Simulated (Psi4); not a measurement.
# DSD-PBEP86/6-31G(d) (density fitting for correlation, spherical functions) run of C2F4 (SMILES FC(F)=C(F)F)

Aim: the vertical ionisation energy of C2F4 at DSD-PBEP86/6-31G* (density fitting for correlation, spherical functions), from 2 runs. 

The results are computed with Psi4 1.11.

2 further runs of the same task are left out: 2 set aside as unsound or not needed.

## 1. The system as given

The species is C2F4 (6 atoms), meant as a singlet with charge 0. As SMILES, `FC(F)=C(F)F`. The shape is that of a PBE0-D4/def2-TZVP optimisation.

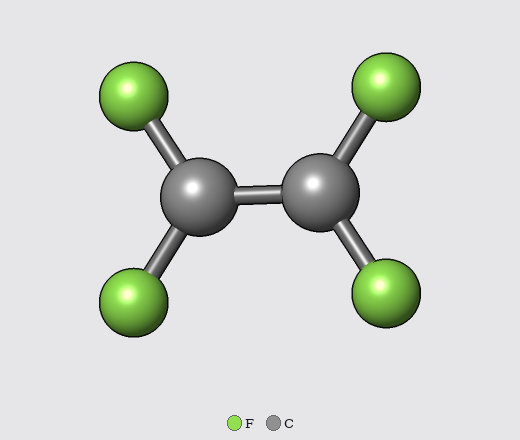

Viewed from a chosen angle; fluorine green, carbon grey.

## 2. The energy at DSD-PBEP86/6-31G(d) (density fitting for correlation, spherical functions)

The input, c2f4.xyz:

```xyz
6
C2F4
F      1.169200    -1.134500    -0.708000
C      0.202500    -0.640200     0.025700
F     -0.337500    -1.520600     0.832300
C     -0.188400     0.618800    -0.041100
F      0.351500     1.499300    -0.847600
F     -1.155200     1.113100     0.692600
```

The input, job.py:

```python
import psi4

psi4.set_memory(1600000000)
psi4.set_num_threads(1)
psi4.core.set_output_file('run.log', False)

with open('c2f4.xyz') as f:
    atoms = ''.join(f.readlines()[2:])
mol = psi4.geometry('0 1\n' + atoms + 'symmetry c1\nno_reorient\nno_com')

options = {'basis': '6-31G*', 'puream': True, 'e_convergence': 1e-09, 'd_convergence': 1e-08, 'scf_type': 'pk', 'dft_radial_points': 99, 'dft_spherical_points': 590, 'num_frozen_docc': 6}
psi4.set_options(options)

e_tot, wfn = psi4.energy('dsd-pbep86', return_wfn=True)
print(f'total energy {e_tot:.8f} hartree = {e_tot * 27.211386:.5f} eV')
```

The run is started by

```
$ python job.py
```

run.log:

```text
[...]
  Running in c1 symmetry.
[...]
  Nuclear repulsion =  245.555220689731556
[...]
  Multiplicity = 1
[...]
  Nalpha       = 24
  Nbeta        = 24
[...]
    Number of basis functions: 84
[...]
   @RKS iter   1:  -474.14469061816249   -3.26843e-01   4.73032e-03 DIIS/ADIIS
[...]
   @RKS iter  10:  -474.20116611480267   -2.27374e-13   6.24419e-09 DIIS
[...]
    Orbital Energies [Eh]
    ---------------------
    Doubly Occupied:
       1A    -25.799556     2A    -25.799516     3A    -25.799498
       4A    -25.799480     5A    -11.063956     6A    -11.062533
       7A     -1.588040     8A     -1.572447     9A     -1.525352
      10A     -1.514571    11A     -1.001714    12A     -0.830788
      13A     -0.780476    14A     -0.764220    15A     -0.719457
      16A     -0.713385    17A     -0.675913    18A     -0.649144
      19A     -0.624935    20A     -0.619083    21A     -0.607727
      22A     -0.592550    23A     -0.590342    24A     -0.347483
[...]
  @RKS Final Energy:  -474.20116611480267
   => Energetics <=
    Nuclear Repulsion Energy =            245.5552206897315557
    One-Electron Energy =               -1146.7269612350733041
    Two-Electron Energy =                 441.9589511595600584
    DFT Exchange-Correlation Energy =     -14.9883767290209509
    Empirical Dispersion Energy =           0.0000000000000000
    VV10 Nonlocal Energy =                  0.0000000000000000
    Total Energy =                       -474.2011661148026747
[...]
 Multipole Moments:
 ------------------------------------------------------------------------------------
     Multipole            Electronic (a.u.)      Nuclear  (a.u.)        Total (a.u.)
 ------------------------------------------------------------------------------------
 L = 1.  Multiply by 2.5417464519 to convert [e a0] to [Debye]
 Dipole X            :         -0.6359026            0.6360818            0.0001792
 Dipole Y            :          0.9687729           -0.9688626           -0.0000897
 Dipole Z            :          0.6966156           -0.6967420           -0.0001264
 Magnitude           :                                                    0.0002369
[...]
```

Standard output:

```text
total energy -474.67998773 hartree = -12916.70037 eV
```

It took 12 s on 1 thread of Intel Xeon Platinum 8488C (Sapphire Rapids), shared host; peak memory 0.98 GiB.

## 3. The doublet cation at the same level

The input, calc.dat:

```
memory 1600 mb

molecule m {
  1 2
  F      1.169200    -1.134500    -0.708000
  C      0.202500    -0.640200     0.025700
  F     -0.337500    -1.520600     0.832300
  C     -0.188400     0.618800    -0.041100
  F      0.351500     1.499300    -0.847600
  F     -1.155200     1.113100     0.692600
  symmetry c1
  no_reorient
  no_com
}

set basis 6-31G*
set reference uks
set puream true
set e_convergence 1e-09
set d_convergence 1e-08
set scf_type pk
set dft_radial_points 99
set dft_spherical_points 590
set num_frozen_docc 6
set maxiter 100

energy("dsd-pbep86")
print_variables()
```

The run is started by

```
$ psi4 calc.dat calc.out -n 1
```

calc.out:

```text
[...]
  Running in c1 symmetry.
[...]
  Nuclear repulsion =  245.555220689731556
[...]
  Multiplicity = 2
[...]
  Nalpha       = 24
  Nbeta        = 23
[...]
    Number of basis functions: 84
[...]
   @UKS iter   1:  -473.71620517624240    1.01642e-01   6.35952e-03 ADIIS/DIIS
[...]
   @UKS iter  13:  -473.83742538714847   -3.41061e-12   5.57336e-09 DIIS
[...]
   @S^2 Observed:                7.533706420E-01
[...]
    Orbital Energies [Eh]
    ---------------------
    Alpha Occupied:
       1A    -26.105658     2A    -26.105617     3A    -26.105598
       4A    -26.105578     5A    -11.434183     6A    -11.432699
       7A     -1.889787     8A     -1.870536     9A     -1.822124
      10A     -1.810134    11A     -1.365019    12A     -1.123238
      13A     -1.078333    14A     -1.060616    15A     -1.036522
      16A     -1.000892    17A     -0.975159    18A     -0.934887
      19A     -0.917950    20A     -0.911900    21A     -0.892521
      22A     -0.890733    23A     -0.876047    24A     -0.699690
    Alpha Virtual:
      25A     -0.211389    26A     -0.123176    27A     -0.042855
[...]
  @UKS Final Energy:  -473.83742538714847
   => Energetics <=
    Nuclear Repulsion Energy =            245.5552206897315557
    One-Electron Energy =               -1132.3365598382374628
    Two-Electron Energy =                 427.7908967054631830
    DFT Exchange-Correlation Energy =     -14.8469829441057346
    Empirical Dispersion Energy =           0.0000000000000000
    VV10 Nonlocal Energy =                  0.0000000000000000
    Total Energy =                       -473.8374253871484711
[...]
 Multipole Moments:
 ------------------------------------------------------------------------------------
     Multipole            Electronic (a.u.)      Nuclear  (a.u.)        Total (a.u.)
 ------------------------------------------------------------------------------------
 L = 1.  Multiply by 2.5417464519 to convert [e a0] to [Debye]
 Dipole X            :         -0.6226228            0.6360818            0.0134590
 Dipole Y            :          0.9485776           -0.9688626           -0.0202850
 Dipole Z            :          0.6820919           -0.6967420           -0.0146501
 Magnitude           :                                                    0.0284122
[...]
```

It took 18 s on 1 thread of Intel Xeon Platinum 8488C (Sapphire Rapids), shared host; peak memory 0.99 GiB.

## 4. Results

At DSD-PBEP86/6-31G* (density fitting for correlation, spherical functions), 6 core orbitals frozen:

| quantity | value |
| --- | --- |
| singlet C2F4: total energy | -474.67999 Eh |
| singlet C2F4: HOMO energy (SCF part's orbitals) | -9.46 eV |
| singlet C2F4: LUMO energy (SCF part's orbitals) | 3.76 eV |
| singlet C2F4: HOMO–LUMO gap (SCF part's orbitals) | 13.22 eV |
| doublet cation: total energy | -474.31416 Eh |
| doublet cation: HOMO energy (SCF part's orbitals) (highest over α and β) | -19.04 eV |
| doublet cation: LUMO energy (SCF part's orbitals) (lowest over α and β) | -10.32 eV |
| doublet cation: ⟨S²⟩ | 0.753 |
| vertical ionisation energy (to the doublet cation) | 9.955 eV |

The vertical ionisation energy comes to 9.95 eV (230 kcal/mol). The negative HOMO energy of the first species, 9.46 eV, lies 0.50 eV below that difference.
